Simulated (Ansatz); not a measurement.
# Single-point calculation of Ru$_{3}$

System: Ru$_{3}$.
Method: RKS PBE0-D4/def2-TZVP (Ansatz 0.2.0).

The geometry comes from this level: r2SCAN-D4/def2-TZVP.

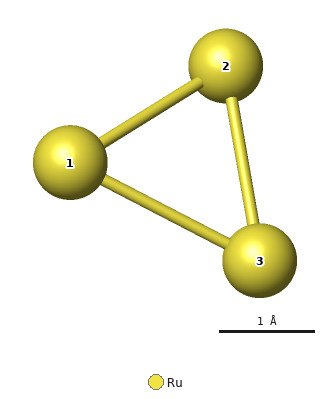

Fig. 1: The structure as given in the input (ball-and-stick view, seen at a tilt; atoms are numbered from 1 in the order of the input). Sticks mark near contacts.

Results in brief:

```json
{"quantity": "outcome", "value": "converged"}
{"quantity": "total energy", "value": "−7740.8270 eV"}
{"quantity": "mean-field energy", "value": "−7740.7114 eV"}
{"quantity": "dispersion energy", "value": "−0.1155 eV"}
{"quantity": "SCF solution under orbital rotations", "value": "stable"}
{"quantity": "HOMO", "value": "−4.91 eV"}
{"quantity": "LUMO", "value": "−2.44 eV"}
{"quantity": "hardware", "value": "4 threads of Arm Neoverse V2, 23 GiB of memory available, shared host"}
{"quantity": "wall time", "value": "4.7 s (CPU time 18 s)"}
{"quantity": "peak memory", "value": "0.34 GiB"}
```

Input file:
```yaml
crystal:
  periodic: [false, false, false]
  atoms:
    - {symbol: Ru, position_ang: [-0.349899, -0.173715, 0.007750]}
    - {symbol: Ru, position_ang: [-2.599264, 0.057756, -0.120296]}
    - {symbol: Ru, position_ang: [-1.687937, -1.992141, 0.189647]}
basis:
  gaussian: {orbitals: def2-TZVP, initial_orbitals: start.molden}
hamiltonian: {xc: pbe0, dispersion: d4}
output: {orbitals: {seedname: orbitals}}
```

Command:
```bash
ansatz run in.yaml --threads 4 --pin off --events-out ev --progress --plain --max-ram 3916MiB
```

Output:
```
Functional definition: PBE0
  name "PBE0"
  cite "Adamo & Barone, J. Chem. Phys. 110, 6158 (1999) doi:10.1063/1.478522"
  cite "Perdew, Burke & Ernzerhof, Phys. Rev. Lett. 77, 3865 (1996) doi:10.1103/PhysRevLett.77.3865"
  parent pbe
  parameter a = 0.25
  parameter kappa = 0.804
  parameter beta = 0.06672455060314922
  exchange = (1 - a)*pbe_x(kappa = kappa, mu = beta*pi^2/3) + a*exact_x
  correlation = pbe_c(beta = beta)
1134 factors; their error is unknown
mean field evaluation 1: about -7740.5526 eV, gradient 5.3e0 eV
mean field evaluation 2: about -7740.6760 eV, gradient 2.5e-1 eV
mean field evaluation 4: about -7740.7114 eV, gradient 9.1e-2 eV
mean field evaluation 8: about -7740.7114 eV, gradient 2.5e-4 eV
mean field evaluation 16: about -7740.4587 eV, gradient 1.1e1 eV
mean field evaluation 32: about -7740.7114 eV, gradient 8.8e-5 eV
mean field -7740.71141627 eV, -284.4658977053 hartree, gradient 2.4e-5 eV, S^2 0.000000; 4 other end points of the search recorded, 0 dependent functions left out
reference -7740.71144576 eV, -284.4658987889 hartree; 24, 24 occupied and 96, 96 virtual orbitals, 1134 factors
Total energy: -7740.82695616 eV, -284.4701437181 hartree
```

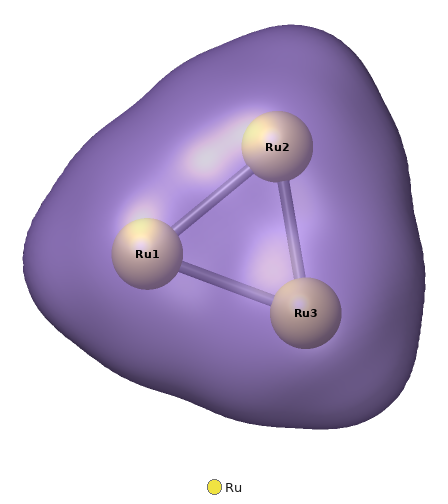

Fig. 2: Isosurface of the electron density at 0.05 e/Å³ (purple), seen face on. At this value the surface is in one piece. On the grid the lowest density along these lines, outside the cores, is 0.83 e/Å³ (Ru–Ru, 2.26 Å).

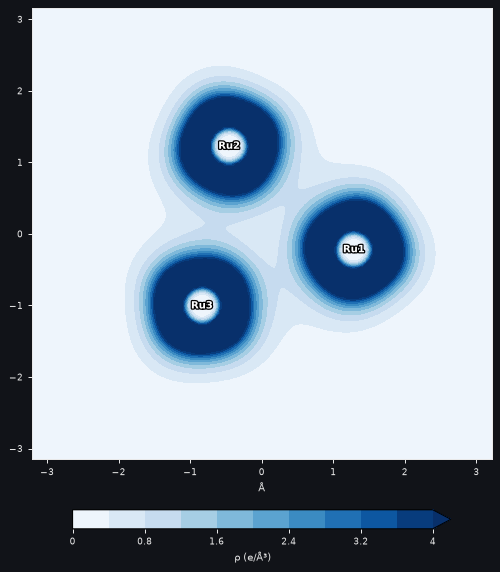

Fig. 3: Electron density on the molecular plane. Atoms in the plane: Ru.

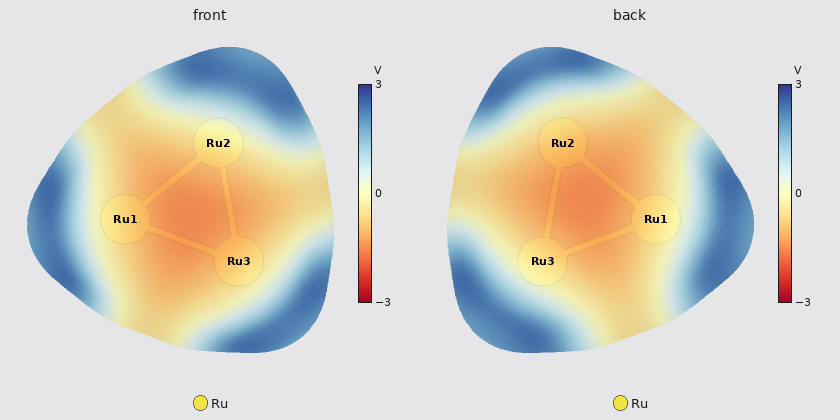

Fig. 4: The electrostatic potential painted on the density surface at 0.004 e/bohr³, seen face on and from behind; red is negative and blue positive. A positive charge is drawn to the negative regions and a negative charge to the positive ones.

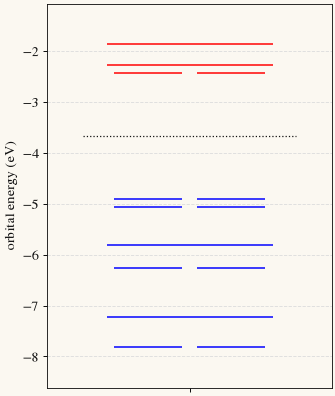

Fig. 5: Orbital energies near the frontier; the dotted line parts filled from empty levels, and levels within 0.02 eV of each other stand side by side. Highest filled −4.91 eV, lowest empty −2.44 eV, 2.47 eV apart.
